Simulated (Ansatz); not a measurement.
**Run report: PF5, molecular dynamics (part 1 of 2)**

PF5, SMILES FP(F)(F)(F)F, computed with RKS PBE/def2-SVP (Ansatz 0.2.0).

The geometry comes from this level: PBE0-D4/def2-TZVP. Figures and captions count atoms from 1; the log counts them from 0 in places.

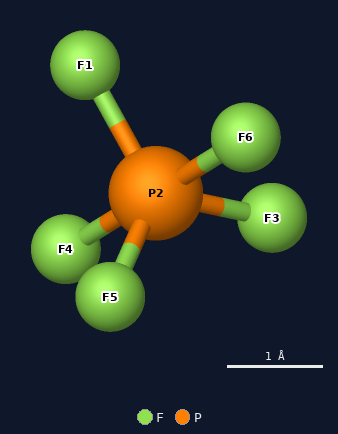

Fig. 1: The input geometry (ball-and-stick view, seen at a tilt; atoms are numbered from 1 in the order of the input). Bond lengths as drawn: F–P 1.54 to 1.58 Å.

**Results in brief**

| quantity | value |
| --- | --- |
| outcome | finished |
| mean temperature over the second half | 612 K |
| trajectory | 30 steps, 30 fs |
| ensemble | nvt_nose_hoover |
| temperature in the input | 1000 K |
| time step | 1 fs |
| potential energy (last step) | −22845.4009 eV |
| SCF solution under orbital rotations (last step) | stable |
| largest force (length of the vector) (last step) | 2.746 eV/Å |
| dipole moment (last step) | 0.12 D |
| hardware | 4 threads of Arm Neoverse V2, 23 GiB of memory available, shared host |
| wall time | 17 s (CPU time 61 s) |
| peak memory | 0.38 GiB |

So short a trajectory is not equilibrated. The temperature stays far from the 1000 K of the thermostat over the second half: the run isn't equilibrated.

**The input**
```yaml
crystal:
  periodic: [false, false, false]
  atoms:
    - {symbol: F, position_ang: [-0.029724, -1.188604, 0.981755]}
    - {symbol: P, position_ang: [0.000004, 0.000004, -0.000001]}
    - {symbol: F, position_ang: [-1.313889, 0.531263, -0.607423]}
    - {symbol: F, position_ang: [0.153697, -1.003060, -1.209737]}
    - {symbol: F, position_ang: [1.343607, 0.657354, -0.374339]}
    - {symbol: F, position_ang: [-0.153695, 1.003053, 1.209746]}
basis:
  gaussian: {orbitals: def2-SVP}
hamiltonian: {xc: {name: PBE}}
md: {timestep: 1 fs, n_steps: 30, ensemble: nvt_nose_hoover, temperature: 1000, initial_velocities: maxwell_boltzmann, seed: 65}
```

Command:
```bash
ansatz run in.yaml --threads 4 --pin off --events-out ev --progress --plain --max-ram 10444MiB
```

**Output**
```
Functional definition: PBE
  name "PBE"
  cite "Perdew, Burke & Ernzerhof, Phys. Rev. Lett. 77, 3865 (1996) doi:10.1103/PhysRevLett.77.3865"
  parent pbe
  parameter kappa = 0.804
  parameter beta = 0.06672455060314922
  exchange = pbe_x(kappa = kappa, mu = beta*pi^2/3)
  correlation = pbe_c(beta = beta)
947 factors; their error is unknown
mean field evaluation 1: about -22839.8817 eV, gradient 6.2e1 eV
mean field evaluation 2: about -22828.4219 eV, gradient 1.1e2 eV
mean field evaluation 4: about -22845.6681 eV, gradient 2.6e0 eV
mean field evaluation 8: about -22845.6218 eV, gradient 6.6e-3 eV
mean field -22845.62182282 eV, -839.5611166700 hartree, gradient 4.2e-5 eV, S^2 0.000000; 0 other end points of the search recorded, 0 dependent functions left out
the calculation of the forces begins
reference -22845.62183545 eV, -839.5611171340 hartree; 30, 30 occupied and 58, 58 virtual orbitals, 947 factors
md step     0: t =     0.00 fs  T =  1000.0 K  F+E_penalty+E_count = -22845.62182282 eV  E_kin = 0.517040 eV  conserved = -22845.10478282 eV  (24 SCF iters)
these checks for a lower state are left out or cut short: starts, cluster_reference, orbital_swaps, neighbouring_geometries, increment
947 factors; their error is unknown
mean field evaluation 16: about -22845.6378 eV, gradient 5.0e-3 eV
mean field -22845.58136428 eV, -839.5596298460 hartree, gradient 3.0e-5 eV, S^2 0.000000; 0 other end points of the search recorded, 0 dependent functions left out
the calculation of the forces begins
reference -22845.58137694 eV, -839.5596303112 hartree; 30, 30 occupied and 58, 58 virtual orbitals, 947 factors
md step     1: t =     1.00 fs  T =   922.1 K  F+E_penalty+E_count = -22845.58136428 eV  E_kin = 0.476772 eV  conserved = -22845.10459317 eV  (23 SCF iters)
[... from here on the SCF iterations and repeated set-up lines of each step are left out, up to the last step ...]
md step     2: t =     2.00 fs  T =   839.0 K  F+E_penalty+E_count = -22845.53814546 eV  E_kin = 0.433781 eV  conserved = -22845.10437293 eV  (23 SCF iters)
md step     3: t =     3.00 fs  T =   757.8 K  F+E_penalty+E_count = -22845.49591785 eV  E_kin = 0.391806 eV  conserved = -22845.10414124 eV  (23 SCF iters)
md step     4: t =     4.00 fs  T =   685.9 K  F+E_penalty+E_count = -22845.45852171 eV  E_kin = 0.354661 eV  conserved = -22845.10392637 eV  (23 SCF iters)
md step     5: t =     5.00 fs  T =   630.1 K  F+E_penalty+E_count = -22845.42944457 eV  E_kin = 0.325806 eV  conserved = -22845.10375854 eV  (23 SCF iters)
md step     6: t =     6.00 fs  T =   595.5 K  F+E_penalty+E_count = -22845.41135003 eV  E_kin = 0.307878 eV  conserved = -22845.10366592 eV  (23 SCF iters)
md step     7: t =     7.00 fs  T =   584.6 K  F+E_penalty+E_count = -22845.40565579 eV  E_kin = 0.302280 eV  conserved = -22845.10366546 eV  (24 SCF iters)
md step     8: t =     8.00 fs  T =   597.5 K  F+E_penalty+E_count = -22845.41226921 eV  E_kin = 0.308918 eV  conserved = -22845.10376270 eV  (24 SCF iters)
md step     9: t =     9.00 fs  T =   630.8 K  F+E_penalty+E_count = -22845.42953833 eV  E_kin = 0.326158 eV  conserved = -22845.10394352 eV  (25 SCF iters)
md step    10: t =    10.00 fs  T =   678.9 K  F+E_penalty+E_count = -22845.45446846 eV  E_kin = 0.351038 eV  conserved = -22845.10418018 eV  (23 SCF iters)
md step    11: t =    11.00 fs  T =   734.4 K  F+E_penalty+E_count = -22845.48315629 eV  E_kin = 0.379696 eV  conserved = -22845.10443613 eV  (23 SCF iters)
md step    12: t =    12.00 fs  T =   789.0 K  F+E_penalty+E_count = -22845.51135995 eV  E_kin = 0.407927 eV  conserved = -22845.10467238 eV  (23 SCF iters)
md step    13: t =    13.00 fs  T =   835.1 K  F+E_penalty+E_count = -22845.53509557 eV  E_kin = 0.431777 eV  conserved = -22845.10485769 eV  (23 SCF iters)
md step    14: t =    14.00 fs  T =   866.5 K  F+E_penalty+E_count = -22845.55114094 eV  E_kin = 0.448038 eV  conserved = -22845.10497096 eV  (23 SCF iters)
md step    15: t =    15.00 fs  T =   879.2 K  F+E_penalty+E_count = -22845.55737837 eV  E_kin = 0.454594 eV  conserved = -22845.10500220 eV  (24 SCF iters)
md step    16: t =    16.00 fs  T =   871.4 K  F+E_penalty+E_count = -22845.55295021 eV  E_kin = 0.450574 eV  conserved = -22845.10495722 eV  (24 SCF iters)
md step    17: t =    17.00 fs  T =   843.9 K  F+E_penalty+E_count = -22845.53822014 eV  E_kin = 0.436323 eV  conserved = -22845.10484594 eV  (25 SCF iters)
md step    18: t =    18.00 fs  T =   799.2 K  F+E_penalty+E_count = -22845.51461202 eV  E_kin = 0.413241 eV  conserved = -22845.10468572 eV  (26 SCF iters)
md step    19: t =    19.00 fs  T =   741.8 K  F+E_penalty+E_count = -22845.48435350 eV  E_kin = 0.383533 eV  conserved = -22845.10449563 eV  (25 SCF iters)
md step    20: t =    20.00 fs  T =   676.8 K  F+E_penalty+E_count = -22845.45018628 eV  E_kin = 0.349918 eV  conserved = -22845.10429409 eV  (27 SCF iters)
md step    21: t =    21.00 fs  T =   609.9 K  F+E_penalty+E_count = -22845.41507863 eV  E_kin = 0.315348 eV  conserved = -22845.10409724 eV  (25 SCF iters)
md step    22: t =    22.00 fs  T =   546.9 K  F+E_penalty+E_count = -22845.38196722 eV  E_kin = 0.282745 eV  conserved = -22845.10391897 eV  (24 SCF iters)
md step    23: t =    23.00 fs  T =   492.8 K  F+E_penalty+E_count = -22845.35353979 eV  E_kin = 0.254788 eV  conserved = -22845.10376934 eV  (26 SCF iters)
md step    24: t =    24.00 fs  T =   452.1 K  F+E_penalty+E_count = -22845.33206790 eV  E_kin = 0.233748 eV  conserved = -22845.10365574 eV  (26 SCF iters)
md step    25: t =    25.00 fs  T =   428.1 K  F+E_penalty+E_count = -22845.31928386 eV  E_kin = 0.221358 eV  conserved = -22845.10358254 eV  (26 SCF iters)
md step    26: t =    26.00 fs  T =   423.1 K  F+E_penalty+E_count = -22845.31629982 eV  E_kin = 0.218741 eV  conserved = -22845.10355323 eV  (26 SCF iters)
md step    27: t =    27.00 fs  T =   437.8 K  F+E_penalty+E_count = -22845.32355665 eV  E_kin = 0.226350 eV  conserved = -22845.10356860 eV  (26 SCF iters)
md step    28: t =    28.00 fs  T =   471.8 K  F+E_penalty+E_count = -22845.34080481 eV  E_kin = 0.243954 eV  conserved = -22845.10362863 eV  (25 SCF iters)
md step    29: t =    29.00 fs  T =   523.4 K  F+E_penalty+E_count = -22845.36710739 eV  E_kin = 0.270637 eV  conserved = -22845.10373084 eV  (24 SCF iters)
these checks for a lower state are left out or cut short: starts, cluster_reference, orbital_swaps, neighbouring_geometries, increment
947 factors; their error is unknown
mean field -22845.40087238 eV, -839.5529968911 hartree, gradient 2.6e-5 eV, S^2 0.000000; 0 other end points of the search recorded, 0 dependent functions left out
the calculation of the forces begins
reference -22845.40088396 eV, -839.5529973165 hartree; 30, 30 occupied and 58, 58 virtual orbitals, 947 factors
947 factors; their error is unknown
mean field evaluation 192: about -22845.4521 eV, gradient 1.1e-1 eV
mean field -22845.40087238 eV, -839.5529968911 hartree, gradient 2.6e-5 eV, S^2 0.000000; 1 other end points of the search recorded, 0 dependent functions left out
the calculation of the forces begins
reference -22845.40088396 eV, -839.5529973165 hartree; 30, 30 occupied and 58, 58 virtual orbitals, 947 factors
md step    30: t =    30.00 fs  T =   589.6 K  F+E_penalty+E_count = -22845.40087238 eV  E_kin = 0.304831 eV  conserved = -22845.10387212 eV  (27 SCF iters)
```

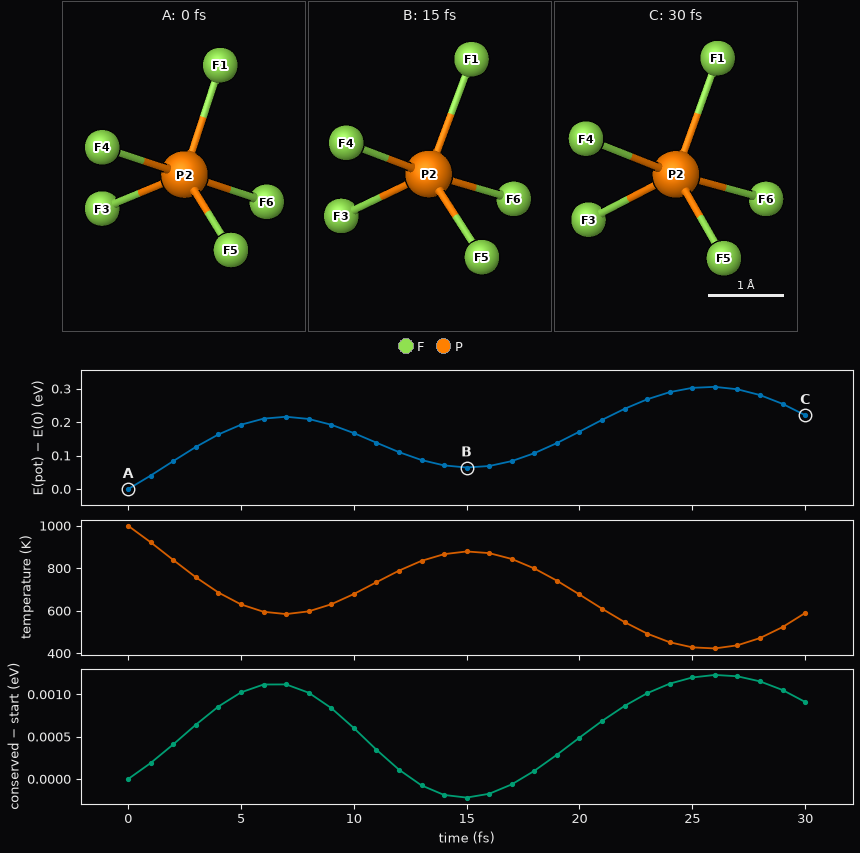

Fig. 2: Frames of the molecular dynamics (ball-and-stick, seen at a tilt) above the curves, on which the letters mark them. The trajectory kept here has 31 frames over 30 fs. The temperature starts at 1000 K, ranges from 423 to 1000 K and averages 612 K over the second half. The potential energy ends 0.221 eV above its first value. The conserved quantity stays within 0.0014 eV. After an unweighted best fit of the last frame on the first, the root-mean-square displacement is 0.13 Å.

```
Total energy: -22845.40088396 eV, -839.5529973165 hartree
Atom 0 at     0.031784    -1.273340     1.058947 Å, force    -0.088586     1.420583    -1.223362 eV/Å
Atom 1 at    -0.009896    -0.001772     0.000872 Å, force     0.308177    -0.425201     0.206620 eV/Å
Atom 2 at    -1.319354     0.638938    -0.728314 Å, force     1.127115    -0.525829     0.953358 eV/Å
Atom 3 at     0.101648    -1.146184    -1.266959 Å, force     0.061067     1.966792     1.915332 eV/Å
Atom 4 at     1.372789     0.761530    -0.409074 Å, force    -1.349955    -1.090815     0.175310 eV/Å
Atom 5 at    -0.170730     1.021958     1.343979 Å, force    -0.057818    -1.345530    -2.027258 eV/Å
Dipole moment:    -0.017033     0.017364    -0.007630 e Å
```

**Trajectory as extended XYZ (Å, eV, eV/Å), 31 frames, from step=0 to step=30**
```
6
Properties=species:S:1:pos:R:3:forces:R:3 step=0 time_fs=0.0 energy=-22845.62182 temperature=1000.0
F    -0.0297   -1.1886    0.9818   -0.0425  -1.7025   1.4062
P     0.0000    0.0000    0.0000   -0.0002  -0.0003   0.0002
F    -1.3139    0.5313   -0.6074   -1.8821   0.7611  -0.8702
F     0.1537   -1.0031   -1.2097    0.1596  -1.0412  -1.2559
F     1.3436    0.6574   -0.3743    1.9247   0.9417  -0.5363
F    -0.1537    1.0031    1.2097   -0.1595   1.0413   1.2558
6
Properties=species:S:1:pos:R:3:forces:R:3 step=1 time_fs=1.0 energy=-22845.58136 temperature=922.1
F    -0.0272   -1.1873    0.9843   -0.0445  -1.7951   1.4138
P     0.0000   -0.0019   -0.0017   -0.1190   0.1024   0.0282
F    -1.3143    0.5348   -0.6129   -1.7868   0.7349  -0.8099
F     0.1486   -0.9995   -1.2000    0.2554  -1.3307  -1.6348
F     1.3412    0.6635   -0.3696    1.9977   0.8871  -0.6656
F    -0.1483    0.9916    1.2009   -0.3029   1.4016   1.6682
6
Properties=species:S:1:pos:R:3:forces:R:3 step=2 time_fs=2.0 energy=-22845.53814 temperature=839.0
F    -0.0248   -1.1870    0.9875   -0.0450  -1.8436   1.3830
P    -0.0001   -0.0037   -0.0033   -0.2256   0.2060   0.0606
F    -1.3156    0.5387   -0.6187   -1.6492   0.6913  -0.7290
F     0.1436   -0.9966   -1.1910    0.3463  -1.6051  -1.9937
F     1.3399    0.6701   -0.3652    2.0196   0.8063  -0.7830
F    -0.1430    0.9808    1.1929   -0.4461   1.7452   2.0621
6
Properties=species:S:1:pos:R:3:forces:R:3 step=3 time_fs=3.0 energy=-22845.49592 temperature=757.8
F    -0.0223   -1.1875    0.9914   -0.0446  -1.8453   1.3128
P    -0.0002   -0.0055   -0.0050   -0.3129   0.3072   0.0991
F    -1.3177    0.5430   -0.6250   -1.4748   0.6319  -0.6304
F     0.1388   -0.9945   -1.1831    0.4295  -1.8525  -2.3178
F     1.3396    0.6771   -0.3611    1.9879   0.6996  -0.8858
F    -0.1379    0.9709    1.1859   -0.5851   2.0591   2.4221
6
Properties=species:S:1:pos:R:3:forces:R:3 step=4 time_fs=4.0 energy=-22845.45852 temperature=685.9
F    -0.0199   -1.1890    0.9960   -0.0435  -1.7996   1.2040
P    -0.0005   -0.0072   -0.0066   -0.3758   0.4024   0.1443
F    -1.3206    0.5476   -0.6315   -1.2702   0.5587  -0.5172
F     0.1342   -0.9933   -1.1764    0.5023  -2.0604  -2.5918
F     1.3403    0.6844   -0.3576    1.9029   0.5690  -0.9716
F    -0.1332    0.9620    1.1801   -0.7159   2.3299   2.7322
6
Properties=species:S:1:pos:R:3:forces:R:3 step=5 time_fs=5.0 energy=-22845.42945 temperature=630.1
F    -0.0175   -1.1914    1.0012   -0.0422  -1.7078   1.0592
P    -0.0008   -0.0087   -0.0081   -0.4119   0.4880   0.1958
F    -1.3242    0.5525   -0.6383   -1.0420   0.4739  -0.3927
F     0.1298   -0.9932   -1.1709    0.5626  -2.2169  -2.8012
F     1.3419    0.6921   -0.3545    1.7674   0.4174  -1.0387
F    -0.1288    0.9544    1.1758   -0.8341   2.5454   2.9775
6
Properties=species:S:1:pos:R:3:forces:R:3 step=6 time_fs=6.0 energy=-22845.41135 temperature=595.5
F    -0.0151   -1.1947    1.0069   -0.0411  -1.5734   0.8828
P    -0.0013   -0.0101   -0.0096   -0.4206   0.5607   0.2520
F    -1.3282    0.5576   -0.6453   -0.7971   0.3798  -0.2603
F     0.1258   -0.9943   -1.1669    0.6088  -2.3117  -2.9341
F     1.3445    0.6999   -0.3519    1.5862   0.2491  -1.0859
F    -0.1248    0.9480    1.1729   -0.9361   2.6955   3.1455
```
